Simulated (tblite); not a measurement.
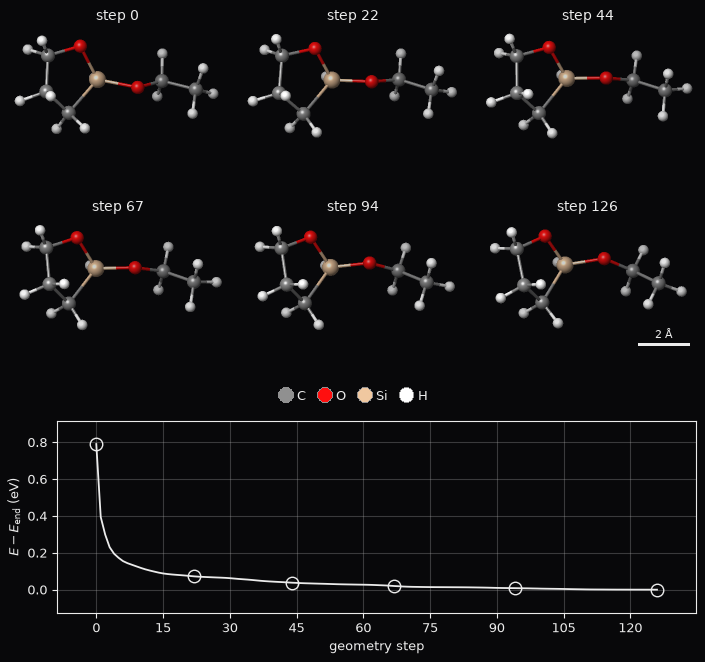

Frames of a relaxation of C5H12O2Si, marked on the history of the run. The picture is a ball-and-stick view, seen at a tilt.

These are results of tblite 0.8.0, GFN2-xTB geometry optimisation, gas phase, not measurements. 

What happens along the run?

Answer. The energy falls by 0.790 eV in 126 geometry steps. An O atom moves most after the best rigid fit: 0.90 Å. By element the largest moves are O 0.90 Å, H 0.81 Å, C 0.41 Å, Si 0.35 Å. Near-neighbour distances that change, for instance: O–Si 1.696 → 1.610 Å, C–C 1.478 → 1.529 Å, C–H 1.133 → 1.088 Å, C–Si 1.882 → 1.910 Å. Bond angles that change, for instance: C–O–Si 114.7° → 128.9°, Si–C–H 105.8° → 116.7°, O–Si–C 109.4° → 119.4°. Groups turn about O–Si by about 55°, C–O by about 45°, C–C by about 25°. From step 0 to 22: an O atom moves most (0.27 Å), energy −0.718 eV. From step 22 to 44: H atoms move most (0.31 Å), energy −0.034 eV. From step 44 to 67: H atoms move most (0.25 Å), energy −0.018 eV. From step 67 to 94: an H atom moves most (0.27 Å), energy −0.011 eV. From step 94 to 126: an H atom moves most (0.29 Å), energy −0.008 eV.
